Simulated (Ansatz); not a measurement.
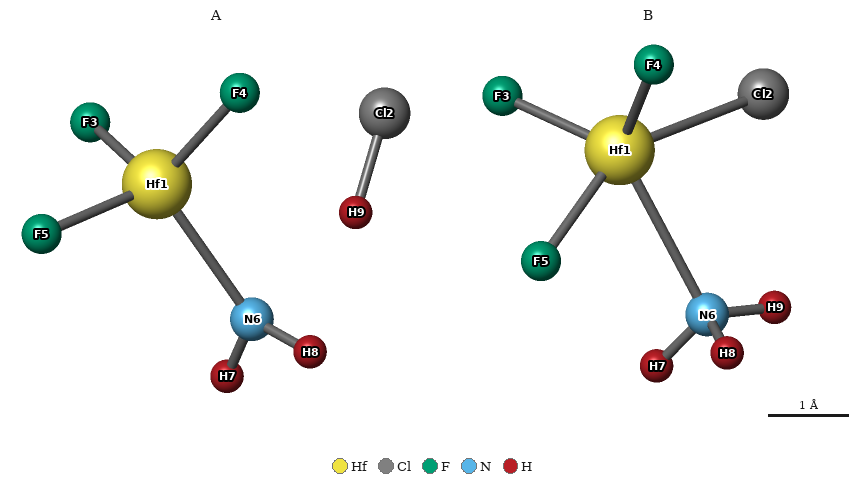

Two geometries of HfNH3ClF3, drawn at one scale. One is the start of a relaxation, the other its converged end. The picture is a ball-and-stick view, seen from a free direction.

The calculation used RKS r2SCAN-D4/def2-SVP in Ansatz 0.2.0. (no spin polarisation; force threshold 0.03 eV/Å; at most 50 steps)

> Which of the two is the end point?

Structure B is the relaxed one. The run prepares an end point of a later path (reaction) calculation, from a guessed geometry. The energy falls by 1.943 eV in 14 accepted moves (15 points after the start). Largest force component: 1.4 eV/Å at the start, 0.02 eV/Å at the end. The line search rejected the trial step at point 11 of the run. The atom that moves furthest after the best rigid fit is H9 (1.29 Å). Largest moves by element: H 1.29 Å, F 1.04 Å, Cl 0.80 Å, Hf 0.68 Å, N 0.37 Å. Near-neighbour distances that change, for instance: Cl2–H9 1.341 → 2.714 Å, Hf1–Cl2 3.715 → 2.435 Å, N6–H9 2.250 → 1.023 Å, Hf1–N6 2.155 → 2.379 Å. New bonds form, among them: Hf1–Cl2 (3.72 → 2.43 Å), N6–H9 (2.25 → 1.02 Å). Bonds break, among them: Cl2–H9 (1.34 → 2.71 Å). Among the angles between lasting bonds that change: F5–Hf1–N6 108.6° → 73.0°, F3–Hf1–N6 109.7° → 124.1°, Hf1–N6–H7 124.1° → 110.5°.

Limits of the set-up: the start holds two separate molecules, 2.3 Å apart at their closest, whose relative position is a soft coordinate.
